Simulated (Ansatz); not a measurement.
# BNH6 (SMILES [BH3-][NH3+]) at 6 levels

Aim: a comparison of 6 runs (HF/STO-3G, PBE/STO-3G, UPBE/STO-3G, r2SCAN/STO-3G, revPBE/STO-3G, CCSD/STO-3G) of BNH6. 

Program for the calculation: Ansatz 0.2.0.

48 further runs of the same task are left out: 2 that didn't finish, 46 set aside as unsound or not needed.

## (1) The system as given

The species is BNH6 (8 atoms), meant as a singlet with charge 0. As SMILES, `[BH3-][NH3+]`. The H5–B1 distance was set to 1.818 Å, away from the relaxed value. At this shape a bond of the SMILES string is far longer than usual.

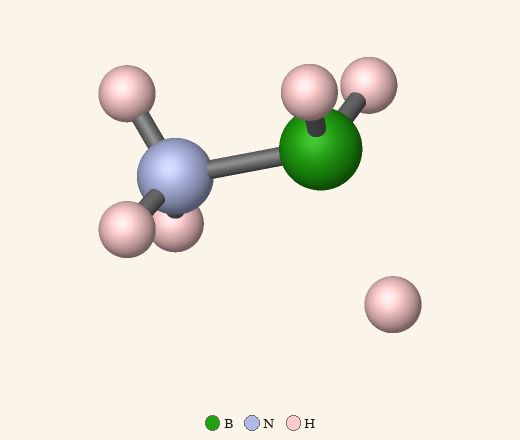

Viewed from a chosen angle; boron green, nitrogen light blue, hydrogen pink.

## (2) The energy at HF/STO-3G (run 1)

File in.yaml:

```yaml
crystal:
  periodic: [false, false, false]
  atoms:
    - {symbol: B, position_ang: [-0.589123, -0.187071, -0.643909]}
    - {symbol: "N", position_ang: [-0.191323, -0.692971, 0.863191]}
    - {symbol: H, position_ang: [-0.476023, -1.166271, -1.349509]}
    - {symbol: H, position_ang: [-1.730423, 0.211829, -0.555709]}
    - {symbol: H, position_ang: [0.604400, 1.126600, -1.038400]}
    - {symbol: H, position_ang: [-0.257023, 0.069129, 1.530191]}
    - {symbol: H, position_ang: [0.758777, -1.049171, 0.886791]}
    - {symbol: H, position_ang: [-0.811823, -1.434371, 1.171991]}
basis:
  gaussian: {orbitals: STO-3G}
hamiltonian: {xc: hf}
accuracy: high
```

Command:

```bash
$ ansatz run in.yaml --threads 1 --pin off --max-ram 2610MiB --events-out events.jsonl --progress --plain --runs-dir runs
```

Output:

```text
Warning: RAYON_NUM_THREADS=1 ignored (pool sized by the plan → 1); use --threads N
Functional definition: HF
  name "HF"
  exchange = exact_x
  correlation = 0
276 factors; integrals over basis functions are off by at most 1.3e-8 eV
mean field evaluation 1: about -2215.5414 eV, gradient 1.6e1 eV
mean field evaluation 2: about -2215.6161 eV, gradient 1.6e1 eV
mean field evaluation 4: about -2216.8861 eV, gradient 1.3e0 eV
mean field evaluation 8: about -2216.8928 eV, gradient 7.8e-6 eV
mean field -2216.89284670 eV, -81.4693094523 hartree, gradient 1.3e-8 eV, S^2 0.000000; 0 other end points of the search recorded, 0 dependent functions left out
reference -2216.89284670 eV, -81.4693094523 hartree; 9, 9 occupied and 7, 7 virtual orbitals, 276 factors
Total energy: -2216.89284670 eV, -81.4693094523 hartree
```

Run time: 0.08 s. Hardware: 1 thread of Arm Neoverse V1, shared host.

## (3) The energy at PBE/STO-3G (run 2)

in.yaml, as its differences from that of step 2:

```diff
@@ -12,4 +12,6 @@
 basis:
-  gaussian: {orbitals: STO-3G}
-hamiltonian: {xc: hf}
+  gaussian:
+    orbitals: STO-3G
+hamiltonian:
+  xc: pbe
 accuracy: high
```

Command:

```bash
$ ansatz run in.yaml --threads 1 --pin off --max-ram 2610MiB --events-out events.jsonl --progress --plain --runs-dir runs
```

Output:

```text
Warning: RAYON_NUM_THREADS=1 ignored (pool sized by the plan → 1); use --threads N
Functional definition: PBE
  name "PBE"
  parameter kappa = 0.804
  parameter beta = 0.06672455060314922
  exchange = pbe_x(kappa = kappa, mu = beta*pi^2/3)
  correlation = pbe_c(beta = beta)
276 factors; integrals over basis functions are off by at most 1.3e-8 eV
mean field evaluation 1: about -2229.1637 eV, gradient 1.1e1 eV
mean field evaluation 2: about -2229.0568 eV, gradient 1.3e1 eV
mean field evaluation 4: about -2229.7516 eV, gradient 1.1e0 eV
mean field evaluation 8: about -2229.6519 eV, gradient 4.2e-3 eV
mean field evaluation 16: about -2229.6519 eV, gradient 1.5e-8 eV
mean field -2229.65186147 eV, -81.9381945967 hartree, gradient 1.5e-8 eV, S^2 0.000000; 0 other end points of the search recorded, 0 dependent functions left out
reference -2229.65186357 eV, -81.9381946739 hartree; 9, 9 occupied and 7, 7 virtual orbitals, 276 factors
Total energy: -2229.65186357 eV, -81.9381946739 hartree
```

Run time: 1.1 s. Hardware: 1 thread of Arm Neoverse V1, shared host; peak memory 0.095 GiB.

Runs 3 to 5 aren't shown in full; the table further down has their settings and results.

## (4) The energy at CCSD/STO-3G (run 6)

File job.yaml:

```yaml
crystal:
  periodic: [false, false, false]
  atoms:
    - {symbol: B, position_ang: [-0.589123, -0.187071, -0.643909]}
    - {symbol: "N", position_ang: [-0.191323, -0.692971, 0.863191]}
    - {symbol: H, position_ang: [-0.476023, -1.166271, -1.349509]}
    - {symbol: H, position_ang: [-1.730423, 0.211829, -0.555709]}
    - {symbol: H, position_ang: [0.604400, 1.126600, -1.038400]}
    - {symbol: H, position_ang: [-0.257023, 0.069129, 1.530191]}
    - {symbol: H, position_ang: [0.758777, -1.049171, 0.886791]}
    - {symbol: H, position_ang: [-0.811823, -1.434371, 1.171991]}
basis:
  gaussian:
    orbitals: STO-3G
correlation:
  method: ccsd
  frozen_orbitals: {B: 1, H: 0, "N": 1}
accuracy: high
scf:
  omitted_lower_state_checks: [cluster_reference, increment]
```

Command:

```bash
$ ansatz run job.yaml --threads 1 --pin off --max-ram 2610MiB --events-out events.jsonl --progress --plain --runs-dir runs
```

Output, cut to the lines that bear on the results:

```text
Warning: RAYON_NUM_THREADS=1 ignored (pool sized by the plan → 1); use --threads N
[... 2 set-up lines as earlier in the session ...]
[...]
276 factors; integrals over basis functions are off by at most 1.3e-8 eV
[...]
mean field -2216.89284670 eV, -81.4693094523 hartree, gradient 1.3e-8 eV, S^2 0.000000; 0 other end points of the search recorded, 0 dependent functions left out; unrestricted orbitals would lower it
2 core orbitals not correlated: weight in the atoms' cores, before any rotation towards them, 1.000 or more for the frozen orbitals, at most 0.000 for the correlated occupied ones
reference -2216.89284670 eV, -81.4693094523 hartree; 7, 7 occupied and 7, 7 virtual orbitals, 276 factors
second order -3.17605847 eV of doubles, -0.00000000 eV of singles
cycle   1  -3.95371175 eV  change   -7.8e-1 eV  update   7.9e-2
[...]
cycle  19  -4.42699531 eV  change  -8.8e-10 eV  update  3.2e-10
Total energy: -2221.31984201 eV, -81.6319985293 hartree
Checks for a lower state left out: cluster_reference, increment
```

Run time: 0.14 s. Hardware: 1 thread of Arm Neoverse V1, shared host.

## (5) The series

| run | level | frozen core orbitals | energy (Eh) | wall time |
| --- | --- | --- | --- | --- |
| 1 | HF/STO-3G | – | -81.469309 | 0.08 s |
| 2 | PBE/STO-3G | – | -81.938195 | 1.1 s |
| 3 | UPBE/STO-3G | – | -81.938195 | 2 s |
| 4 | r2SCAN/STO-3G | – | -82.012279 | 2.3 s |
| 5 | revPBE/STO-3G | – | -82.045495 | 1.1 s |
| 6 | CCSD/STO-3G | 2 | -81.631999 | 0.14 s |

## (6) Results

| quantity | value |
| --- | --- |
| run 6: total energy | -81.63200 Eh |
| run 6: correlation energy (2 core orbitals frozen) | -162.7 mEh |
| run 6: T1 diagnostic | 0.011 |

Totals of different functionals can't be ranked against each other. In run 6 the log says that unrestricted orbitals would lower the reference, so the values rest on an unstable closed-shell determinant (other closed-shell runs at this shape may share the fault). In runs 1, 2, 3, 4, 5, 6 the basis is minimal, so the values are rough. All runs together took 6.8 s, the longest 2.3 s.
